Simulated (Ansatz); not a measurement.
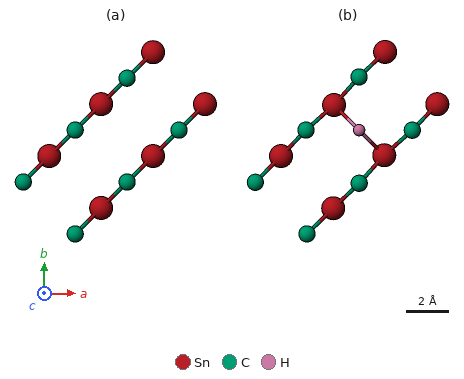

Left: perfect SnC. Right: the same region with one point defect, after relaxing the atoms in a supercell of 64 sites. The picture is a ball-and-stick view of the atoms within 5.4 Å of one point, in a slice 3.4 Å thick across the line of sight, seen along the c axis.

Computed with Ansatz 0.2.0, DFT, PBEsol, PAW, plane waves. Settings: plane-wave cutoff 420 eV; k-point mesh 1 × 1 × 1; mesh shifted by (0.25, 0.25, 0.25); no spin polarisation. Fermi-Dirac smearing of 0.01 eV. A uniform background neutralises the charged cell. The axes drawn are those of the host's conventional cell.

> What kind of defect was made?

An extra hydrogen atom is put between the host's atoms (an interstitial).

The charge state of the cell is −1.

> What does the relaxation do around it?

The H atom starts with 4 C at 2.17 to 2.18 Å, 6 Sn at 2.51 to 2.52 Å around its place and ends with 4 Sn at 2.10 to 2.11 Å. Of the host's atoms, a tin atom moves furthest from its site, by 0.08 Å. The H atom itself moves 2.21 Å from where it was put.

Limits of the set-up: the cell is charged, on a uniform background, and energies carry no finite-size correction.
